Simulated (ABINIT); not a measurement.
# Beyond one shot: PbF2 (Fluorocronite), part 3 of 3

How far does self-consistency move the gap of PbF2 (Fluorocronite)?

ABINIT 10.8.3; LDA and many-body steps on it, plane waves. Known limits of the many-body steps: not at the basis limit; no spin-orbit coupling; coarse k mesh.

So far. Step 10 (evGW, cycle 1): Against G0W0 in ABINIT (4×4×4 mesh, 81 bands, screening to 130.6 eV, Godby-Needs plasmon pole), the gap moves by +0.840 eV. Step 13 (evGW, cycle 2): Against the cycle before, the gap moves by +0.091 eV.

The database entry behind the starting cell differs from later determinations by our own check (0.1 to 0.3 % short, probably kX units), so it need not match the best structure at ambient conditions.

## (15) Screening, 4×4×4 mesh, 81 bands, screening to 130.6 eV

This step: RPA screening on LDA from quasiparticle energies, plane waves, norm-conserving pseudopotentials.

run.abi reads:

```
acell 3*1.0 Angstrom
rprim 
  -0.000000000000 2.963660000000 2.963660000000
  2.963660000000 0.000000000000 2.963660000000
  2.963660000000 2.963660000000 -0.000000000000
ntypat 2
znucl 82 9
natom 3
typat 1 2 2
xred 
  0.000000000000 0.000000000000 0.000000000000
  0.250000000000 0.250000000000 0.250000000000
  0.750000000000 0.750000000000 0.750000000000
pp_dirpath "pseudos"
pseudos "Pb.upf, F.upf"
ecut 36
ngkpt 4 4 4
nshiftk 1
shiftk 0 0 0
kptopt 1
chksymbreak 0
istwfk *1
occopt 1
irdwfk 1
optdriver 3
nband 81
ecuteps 4.8
inclvkb 2
awtr 1
symchi 1
irdqps 1
gwcalctyp 10
nqptdm 7
qptdm 
  0.2500000000 0.0000000000 0.0000000000
  0.5000000000 0.0000000000 0.0000000000
  0.2500000000 0.2500000000 0.0000000000
  0.5000000000 0.2500000000 0.0000000000
  -0.2500000000 0.2500000000 0.0000000000
  0.5000000000 0.5000000000 0.0000000000
  -0.2500000000 0.5000000000 0.2500000000
indata_prefix "in"
outdata_prefix "out"
tmpdata_prefix "tmp"
```

mrgscr.stdin reads:

```
2
merged
q0_SCR
out_SCR
1
```

Started as:

```console
> OMP_NUM_THREADS=1 mpirun -n 4 abinit run.abi > log; mrgscr < mrgscr.stdin
```

Numbers of over 12 decimals in the logs are rounded to 6 here.

What it wrote:

```text
.Version 10.8.3 of ABINIT. v10.8.2 released Aug 2026.

 Symmetries : space group Fm -3 m (#225); Bravais cF (face-center cubic)
[... echo of the input left out ...]
== DATASET  1 ==================================================================
-   mpi_nproc: 4, omp_nthreads: 1 (-1 if OMP is not activated)

--- !DatasetInfo
iteration_state: {dtset: 1, }
dimensions: {natom: 3, nkpt: 8, mband: 81, nsppol: 1, nspinor: 1, nspden: 1, mpw: 3695, }
cutoff_energies: {ecut:  36.0, pawecutdg:  -1.0, }
[...]
q-point number  1        q = ( 0.250000, 0.000000, 0.000000) [r.l.u.]
--------------------------------------------------------------------------------
[... chi0 elements left out ...]
  Average fulfillment of the sum rule on Im[epsilon] for q-point    2 :     74.69  [%]

--------------------------------------------------------------------------------
  q-point number  2        q = ( 0.500000, 0.000000, 0.000000) [r.l.u.]
--------------------------------------------------------------------------------
[... chi0 elements left out ...]
  Average fulfillment of the sum rule on Im[epsilon] for q-point    3 :     65.98  [%]

 [... 5 further q-points ...]
```

The job ended after 23 s (4 MPI ranks of Arm Neoverse V1, shared host; peak memory 0.86 GiB; 92 s of CPU time).

This step gave:

```
plasma frequency                    : 30.88 eV
plane waves in the screening matrix : 169
```

This screening reads the quasiparticle levels of the cycle before.

## (16) evGW, cycle 3

This step: evGW on LDA, plane waves, norm-conserving pseudopotentials.

Edit run.abi of step 15 so:

```diff
@@ -24,12 +24,10 @@
 irdwfk 1
-optdriver 3
+optdriver 4
 nband 81
-ecuteps 4.8
-inclvkb 2
-awtr 1
-symchi 1
-irdqps 1
 gwcalctyp 10
-nqptdm 7
-qptdm 
+ecutsigx 36
+symsigma 1
+nkptgw 8
+kptgw 
+  0.0000000000 0.0000000000 0.0000000000
   0.2500000000 0.0000000000 0.0000000000
@@ -41,2 +39,15 @@
   -0.2500000000 0.5000000000 0.2500000000
+bdgw 
+  12 22
+  12 22
+  12 22
+  12 22
+  12 22
+  12 22
+  12 22
+  12 22
+ecuteps 4.8
+irdscr 1
+ppmodel 1
+irdqps 1
 indata_prefix "in"
```

Started as:

```console
> OMP_NUM_THREADS=1 mpirun -n 4 abinit run.abi > log
```

What it wrote:

```text
.Version 10.8.3 of ABINIT. v10.8.2 released Aug 2026.

 Symmetries : space group Fm -3 m (#225); Bravais cF (face-center cubic)
[... echo of the input left out ...]
== DATASET  1 ==================================================================
-   mpi_nproc: 4, omp_nthreads: 1 (-1 if OMP is not activated)

--- !DatasetInfo
iteration_state: {dtset: 1, }
dimensions: {natom: 3, nkpt: 8, mband: 81, nsppol: 1, nspinor: 1, nspden: 1, mpw: 3695, }
cutoff_energies: {ecut:  36.0, pawecutdg:  -1.0, }
[...]
.  kptgw no:  3; Maximum DeltaE = (  -0.009   0.000) for band index:  3
[...]
.  kptgw no:  7; Maximum DeltaE = (  -0.010  -0.000) for band index:  4
.  kptgw no:  8; Maximum DeltaE = (  -0.008   0.002) for band index:  3

== END DATASET(S) ==============================================================
================================================================================

 -outvars: echo values of variables after computation  --------
           etotal      0.0000000000E+00
            nband          81
             nkpt           8
          spgroup         225
 [... the other variables as echoed above ...]

 Calculation completed.
```

Run time: 70 s. Hardware: 4 MPI ranks; peak memory 1.3 GiB.

This step gave:

- quasiparticle gap on the mesh: 7.439 eV
- gap of the density functional on the mesh: 4.278 eV
- k of the valence top: -0.25, 0.5, 0.25
- k of the conduction bottom: 0.5, 0.5, 0
- least direct quasiparticle gap on the computed points: 7.609 eV

Against the cycle before, the gap moves by +0.011 eV.

## (17) Screening, 4×4×4 mesh, 81 bands, screening to 130.6 eV

This step: RPA screening on LDA, plane waves, norm-conserving pseudopotentials.

run.abi reads:

```
acell 3*1.0 Angstrom
rprim 
  -0.000000000000 2.963660000000 2.963660000000
  2.963660000000 0.000000000000 2.963660000000
  2.963660000000 2.963660000000 -0.000000000000
ntypat 2
znucl 82 9
natom 3
typat 1 2 2
xred 
  0.000000000000 0.000000000000 0.000000000000
  0.250000000000 0.250000000000 0.250000000000
  0.750000000000 0.750000000000 0.750000000000
pp_dirpath "pseudos"
pseudos "Pb.upf, F.upf"
ecut 36
ngkpt 4 4 4
nshiftk 1
shiftk 0 0 0
kptopt 1
chksymbreak 0
istwfk *1
occopt 1
irdwfk 1
optdriver 3
nband 81
ecuteps 4.8
inclvkb 2
awtr 1
symchi 1
gwcalctyp 10
mbpt_sciss 3.403 eV
nqptdm 1
qptdm 
  0 0 0
indata_prefix "in"
outdata_prefix "out"
tmpdata_prefix "tmp"
```

What it wrote:

```text
.Version 10.8.3 of ABINIT. v10.8.2 released Aug 2026.

 Symmetries : space group Fm -3 m (#225); Bravais cF (face-center cubic)
[... echo of the input left out ...]
== DATASET  1 ==================================================================
-   mpi_nproc: 4, omp_nthreads: 1 (-1 if OMP is not activated)

--- !DatasetInfo
iteration_state: {dtset: 1, }
dimensions: {natom: 3, nkpt: 8, mband: 81, nsppol: 1, nspinor: 1, nspden: 1, mpw: 3695, }
cutoff_energies: {ecut:  36.0, pawecutdg:  -1.0, }
[...]
[... chi0 elements left out ...]
 For q-point:  0.000010 0.000020 0.000030
  dielectric constant =   2.6775
  dielectric constant without local fields =   3.0407

  Average fulfillment of the sum rule on Im[epsilon] for q-point    1 :     57.76  [%]
[... wings left out ...]
== END DATASET(S) ==============================================================
================================================================================

 -outvars: echo values of variables after computation  --------
           etotal      0.0000000000E+00
            nband          81
             nkpt           8
          spgroup         225
 [... the other variables as echoed above ...]

 Calculation completed.
```

It took 6.7 s on 4 MPI ranks; peak memory 0.86 GiB; 27 s of CPU time.

This step gave:

| Quantity | Value |
| --- | --- |
| ε∞ with local fields, on this mesh, along the program's q direction | 2.678 |
| the same without local fields | 3.041 |
| plasma frequency | 30.88 eV |
| plane waves in the screening matrix | 169 |

This screening uses the functional's bands under a rigid shift, the mean opening of the cycle before.

## (18) Screening, 4×4×4 mesh, 81 bands, screening to 130.6 eV

This step: RPA screening on LDA from quasiparticle energies, plane waves, norm-conserving pseudopotentials.

Edit run.abi of step 17 so:

```diff
@@ -30,7 +30,13 @@
 symchi 1
+irdqps 1
 gwcalctyp 10
-mbpt_sciss 3.403 eV
-nqptdm 1
+nqptdm 7
 qptdm 
-  0 0 0
+  0.2500000000 0.0000000000 0.0000000000
+  0.5000000000 0.0000000000 0.0000000000
+  0.2500000000 0.2500000000 0.0000000000
+  0.5000000000 0.2500000000 0.0000000000
+  -0.2500000000 0.2500000000 0.0000000000
+  0.5000000000 0.5000000000 0.0000000000
+  -0.2500000000 0.5000000000 0.2500000000
 indata_prefix "in"
```

mrgscr.stdin is that of step 15.

Started as:

```console
> OMP_NUM_THREADS=1 mpirun -n 4 abinit run.abi > log; mrgscr < mrgscr.stdin
```

What it wrote:

```text
.Version 10.8.3 of ABINIT. v10.8.2 released Aug 2026.

 Symmetries : space group Fm -3 m (#225); Bravais cF (face-center cubic)
[... echo of the input left out ...]
== DATASET  1 ==================================================================
-   mpi_nproc: 4, omp_nthreads: 1 (-1 if OMP is not activated)

--- !DatasetInfo
iteration_state: {dtset: 1, }
dimensions: {natom: 3, nkpt: 8, mband: 81, nsppol: 1, nspinor: 1, nspden: 1, mpw: 3695, }
cutoff_energies: {ecut:  36.0, pawecutdg:  -1.0, }
[...]
q-point number  1        q = ( 0.250000, 0.000000, 0.000000) [r.l.u.]
--------------------------------------------------------------------------------
[... chi0 elements left out ...]
  Average fulfillment of the sum rule on Im[epsilon] for q-point    2 :     74.71  [%]

--------------------------------------------------------------------------------
  q-point number  2        q = ( 0.500000, 0.000000, 0.000000) [r.l.u.]
--------------------------------------------------------------------------------
[... chi0 elements left out ...]
  Average fulfillment of the sum rule on Im[epsilon] for q-point    3 :     65.99  [%]

 [... 5 further q-points ...]
```

The job ended after 23 s (4 MPI ranks; peak memory 0.86 GiB; 92 s of CPU time).

This step gave:

- plasma frequency: 30.88 eV
- plane waves in the screening matrix: 169

This screening reads the quasiparticle levels of the cycle before.

## (19) evGW, cycle 4

This step: evGW on LDA, plane waves, norm-conserving pseudopotentials.

Edit run.abi of step 18 so:

```diff
@@ -24,12 +24,10 @@
 irdwfk 1
-optdriver 3
+optdriver 4
 nband 81
-ecuteps 4.8
-inclvkb 2
-awtr 1
-symchi 1
-irdqps 1
 gwcalctyp 10
-nqptdm 7
-qptdm 
+ecutsigx 36
+symsigma 1
+nkptgw 8
+kptgw 
+  0.0000000000 0.0000000000 0.0000000000
   0.2500000000 0.0000000000 0.0000000000
@@ -41,2 +39,15 @@
   -0.2500000000 0.5000000000 0.2500000000
+bdgw 
+  12 22
+  12 22
+  12 22
+  12 22
+  12 22
+  12 22
+  12 22
+  12 22
+ecuteps 4.8
+irdscr 1
+ppmodel 1
+irdqps 1
 indata_prefix "in"
```

Started as:

```console
> OMP_NUM_THREADS=1 mpirun -n 4 abinit run.abi > log
```

What it wrote:

```text
.Version 10.8.3 of ABINIT. v10.8.2 released Aug 2026.

 Symmetries : space group Fm -3 m (#225); Bravais cF (face-center cubic)
[... echo of the input left out ...]
== DATASET  1 ==================================================================
-   mpi_nproc: 4, omp_nthreads: 1 (-1 if OMP is not activated)

--- !DatasetInfo
iteration_state: {dtset: 1, }
dimensions: {natom: 3, nkpt: 8, mband: 81, nsppol: 1, nspinor: 1, nspden: 1, mpw: 3695, }
cutoff_energies: {ecut:  36.0, pawecutdg:  -1.0, }
[...]
.  kptgw no:  3; Maximum DeltaE = (  -0.001   0.000) for band index:  1
[...]
.  kptgw no:  7; Maximum DeltaE = (  -0.001   0.001) for band index:  4
.  kptgw no:  8; Maximum DeltaE = (  -0.000   0.000) for band index:  1

== END DATASET(S) ==============================================================
================================================================================

 -outvars: echo values of variables after computation  --------
           etotal      0.0000000000E+00
            nband          81
             nkpt           8
          spgroup         225
 [... the other variables as echoed above ...]

 Calculation completed.
```

Wall time 70 s (4 MPI ranks); peak memory 1.3 GiB; 4.6 min of CPU time.

This step gave:

```
quasiparticle gap on the mesh                         : 7.441 eV
gap of the density functional on the mesh             : 4.278 eV
k of the valence top                                  : -0.25, 0.5, 0.25
k of the conduction bottom                            : 0.5, 0.5, 0
least direct quasiparticle gap on the computed points : 7.611 eV
```

Against the cycle before, the gap moves by +0.002 eV.

## (20) The runs together

Times are wall times on 4 MPI ranks of Arm Neoverse V1, shared host, good to a factor of about two. A run's time includes the screening step that it read.

```csv
run,mesh,bands,screening cutoff (eV),DFT gap (eV),gap on the mesh (eV),direct (eV),ε∞ used,time
G0W0,4×4×4,81,130.6,4.278,6.497,6.678,3.28,38 s
"evGW0, cycle 1",4×4×4,81,130.6,4.278,6.924,7.107,3.28,98 s
"evGW0, cycle 2",4×4×4,81,130.6,4.278,6.788,6.964,3.28,98 s
"evGW0, cycle 3",4×4×4,81,130.6,4.278,6.792,6.970,3.28,98 s
"evGW, cycle 1",4×4×4,81,130.6,4.278,7.337,7.508,2.77,99 s
"evGW, cycle 2",4×4×4,81,130.6,4.278,7.428,7.598,2.69,100 s
"evGW, cycle 3",4×4×4,81,130.6,4.278,7.439,7.609,2.68,100 s
"evGW, cycle 4",4×4×4,81,130.6,4.278,7.441,7.611,2.68,99 s
```

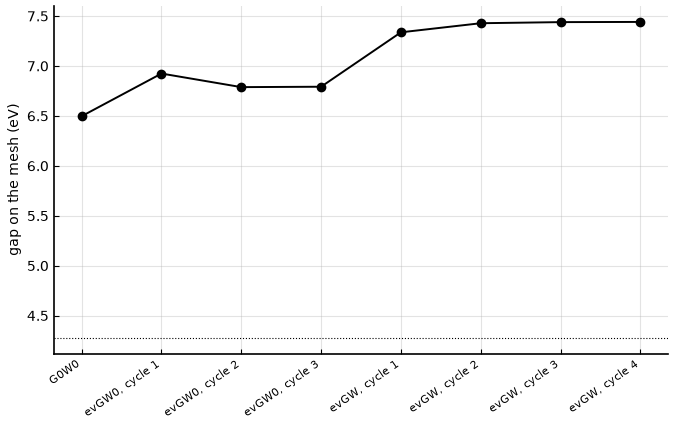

The gap through the cycles; the dotted line is the starting gap.

## (21) Results

```json
{"G0W0": "6.497 eV", "evGW0, cycle 1": "6.924 eV", "evGW0, cycle 2": "6.788 eV", "evGW0, cycle 3": "6.792 eV", "evGW, cycle 1": "7.337 eV", "evGW, cycle 2": "7.428 eV", "evGW, cycle 3": "7.439 eV", "evGW, cycle 4": "7.441 eV", "known limits": "not at the basis limit; no spin-orbit coupling; coarse k mesh"}
```

**Reading.** Only the bands that the input lists are updated; the others, empty or deep, keep the functional's energies or take a rigid shift. The evGW loop starts from the last levels of evGW0, so its cycles and time come on top of those. evGW0 ends at 6.79 eV, +0.29 eV from G0W0, after 3 cycles that took 3.5 min beside the first screening; the last moved the gap by 0.004 eV. evGW ends at 7.44 eV, +0.94 eV from G0W0, after 4 cycles that took 6.6 min beside the first screening; the last moved the gap by 0.002 eV. The first cycle of evGW0 takes the full correction, without the factor Z, so it overshoots the one-shot value. Bands and cutoff are finite, so the gap is not at the basis limit. The miss can reach some tenths of an eV and take either sign; the mesh is an error of its own. The 4×4×4 mesh is coarse for this cell, which bears on the long-range parts of exchange and screening. Where an edge is built on 6p states of lead, bismuth or thallium, scalar-relativistic gaps usually stand too wide, by a few tenths to over one eV. In the updated screening the q = 0 part is built from Kohn-Sham bands under a rigid shift, the other q from the quasiparticle levels. The many-body steps are scalar-relativistic: spin-orbit coupling is not in them.

[Paths, hosts, dates, memory and timing lines, banners, echoed tables and standing remarks are left out of the program output.]

[Logs are printed without paths, hosts, clocks, repeated set-up lines and the standing remarks that a program may print on its own settings, such as how far it seeks lower states.]

[Runs of the session that timed out or met a known fault of the program may be left out.]

[No measured gap is set beside runs whose start may be inverted or whose files or cutoffs have a known fault.]

[Loops that did not settle are left out.]

[Hosts, paths, dates, database ids (printed as entryN), source tags and the programs' standing remarks are cut or masked in the printed files.]

[G0W0 gaps are taken among the corrected bands and points alone; a level outside them can change the order at an edge.]

[Where Ansatz stands beside ABINIT at settings called matched, ABINIT's density can come from a denser mesh and the files from another edition; pairs whose starting gaps differed by over 0.03 eV were left out, so agreement reads better than it is.]
